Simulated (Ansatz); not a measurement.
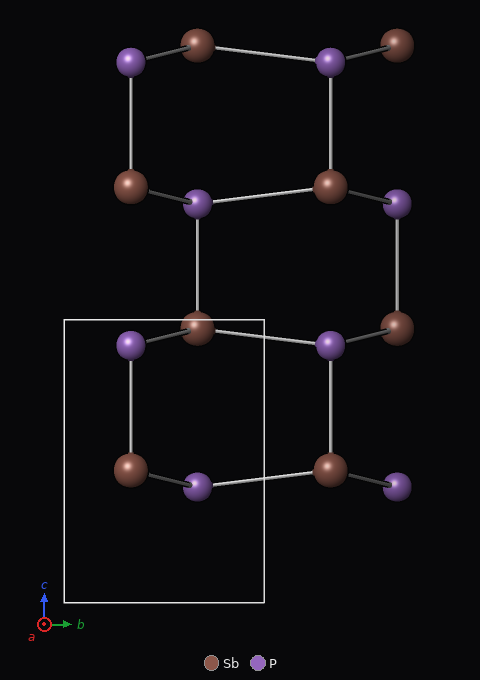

The picture looks along a close-packed row of the hexagonal mesh; c points upwards. Every atom sits on one of the three columns of the mesh; call them A, B, C in the order in which they first turn up. The sequence starts with the first layer at or above the cell's origin.

SbP: the geometry relaxed with DFT, PBE, PAW with Ansatz's default frozen-core files, scalar-relativistic in Ansatz; the starting structure was generated, so it need not be a known form of this composition.

> List the layers of one repeat.

P(A) – Sb(B) – P(B) – Sb(A) (four layers in 5.87 Å).

> How are the P and Sb layers alone stacked?

P and Sb layers alone: ABBA, a sequence in which some neighbouring layers lie directly above each other.
